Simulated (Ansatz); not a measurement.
**Calibrating PBE0-D4/def2-TZVPP on molecular compounds of B**

The vertical ionisation energy (cation less neutral) in eV of 6 molecular compounds of B: x at PBE0-D4/def2-TZVPP, y at CCSD(T)/def2-TZVPP. Shapes, held fixed at every level: PBE0-D4/def2-TZVP. Flexible molecules stand in one conformer, not always the lowest. Programs: Ansatz 0.2.0.

| molecule | x (eV) | y (eV) |
| --- | --- | --- |
| C3H10BN (SMILES CBN(C)C) | 9.15 | 9.36 |
| C4H11B (SMILES CBC(C)C) | 10.08 | 10.45 |
| B(NH2)(OH)Cl | 10.43 | 10.62 |
| B(CH3)2F | 11.02 | ? |
| C2H3BClF3O (SMILES FC(F)(F)COBCl) | 11.49 | 11.80 |
| BCClOF4 (SMILES FB(Cl)OC(F)(F)F) | 12.71 | 12.77 |

Problem. Fit y = c + s·x to the known rows and predict y for B(CH3)2F.

Solution. 
1. Means of the 5 rows: x = 10.7720, y = 11.000.
2. Σ(Δx)² = 7.4981, Σ(Δx·Δy) = 7.1753, so the slope is 7.1753/7.4981 = 0.95695.
3. Intercept: 11.000 − (0.95695) × 10.7720 = 0.692. The largest residual of the fit is 0.11.
4. B(CH3)2F: 0.692 + 0.95695 × 11.02 = 11.24 eV.

CCSD(T)/def2-TZVPP gives 11.35 eV, so the prediction is off by -0.11 eV, within the largest residual. Uncorrected, PBE0-D4/def2-TZVPP misses it by -0.33 eV, and the other rows by 0.23 on average. The line removes about 70 % of this miss. Left out in turn, the other rows are missed by 0.17 eV on average. Cations run unrestricted.

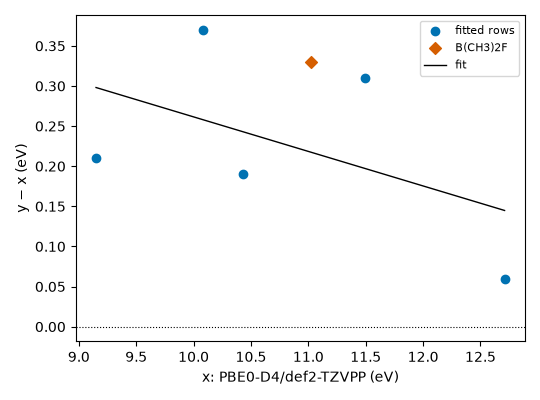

The correction y − x against x, with the fitted line and the withheld molecule.
